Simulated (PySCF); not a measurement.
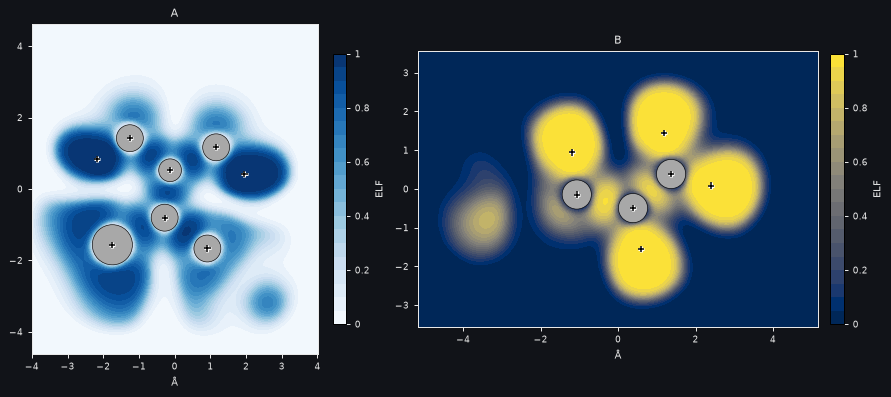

The electron localisation function of 2 systems, each on a plane through atoms (crosses mark nuclei in the plane; grey discs cover the cores).

All numbers below come from PBE/pcSseg-1, SCF density, in a chloroform solvent model, non-relativistic in PySCF.

System 1: C$_{5}$H$_{10}$O, the plane of atoms C3, C2 and H9. Geometry: GFN2-xTB.

```yaml
atoms:
  - { symbol: C, position_ang: [2.3179, 0.6329, 0.0594] }
  - { symbol: C, position_ang: [1.4596, -0.3299, 0.3387] }
  - { symbol: C, position_ang: [0.3228, -0.7337, -0.5414] }
  - { symbol: C, position_ang: [-1.0369, -0.5649, 0.1632] }
  - { symbol: C, position_ang: [-1.3258, 0.9087, 0.4430] }
  - { symbol: O, position_ang: [-2.0725, -1.1610, -0.5870] }
  - { symbol: H, position_ang: [2.2532, 1.2032, -0.8531] }
  - { symbol: H, position_ang: [3.1248, 0.8905, 0.7240] }
  - { symbol: H, position_ang: [1.5459, -0.8877, 1.2624] }
  - { symbol: H, position_ang: [0.3304, -0.1421, -1.4607] }
  - { symbol: H, position_ang: [0.4291, -1.7887, -0.8104] }
  - { symbol: H, position_ang: [-1.0259, -1.1231, 1.1057] }
  - { symbol: H, position_ang: [-0.5535, 1.3254, 1.0835] }
  - { symbol: H, position_ang: [-1.3457, 1.4726, -0.4889] }
  - { symbol: H, position_ang: [-2.2905, 1.0132, 0.9336] }
  - { symbol: H, position_ang: [-2.1634, -0.6796, -1.4177] }
```

System 2: C$_{5}$H$_{9}$NS (SMILES C=CC(=S)N(C)C), the plane of atoms N5, C6 and H11. Geometry: GFN2-xTB.

```yaml
atoms:
  - { symbol: C, position_ang: [2.3411, -0.5530, 0.9649] }
  - { symbol: C, position_ang: [1.4497, -0.9582, 0.0763] }
  - { symbol: C, position_ang: [0.6166, -0.0462, -0.7308] }
  - { symbol: S, position_ang: [1.2825, 0.5316, -2.1253] }
  - { symbol: N, position_ang: [-0.6244, 0.2403, -0.3228] }
  - { symbol: C, position_ang: [-1.1908, -0.2844, 0.8938] }
  - { symbol: C, position_ang: [-1.4962, 1.1049, -1.0758] }
  - { symbol: H, position_ang: [2.9891, -1.2449, 1.4748] }
  - { symbol: H, position_ang: [2.4628, 0.4902, 1.2051] }
  - { symbol: H, position_ang: [1.3529, -2.0072, -0.1794] }
  - { symbol: H, position_ang: [-0.4674, -0.9144, 1.4060] }
  - { symbol: H, position_ang: [-1.4791, 0.5365, 1.5558] }
  - { symbol: H, position_ang: [-2.0840, -0.8731, 0.6665] }
  - { symbol: H, position_ang: [-2.4025, 0.5671, -1.3623] }
  - { symbol: H, position_ang: [-1.7752, 1.9731, -0.4750] }
  - { symbol: H, position_ang: [-0.9751, 1.4377, -1.9716] }
```

Q: Match each panel to its system.

A: Panel A is system 2, C$_{5}$H$_{9}$NS: the plane holds C, S, N and H. C–N (1.34 Å): the ELF peaks at about 0.90 between the atoms; a covalent bond. Panel B is system 1, C$_{5}$H$_{10}$O: the plane holds C and H. C–C (1.32 Å): the ELF peaks at about 0.90 between the atoms (a multiple bond).
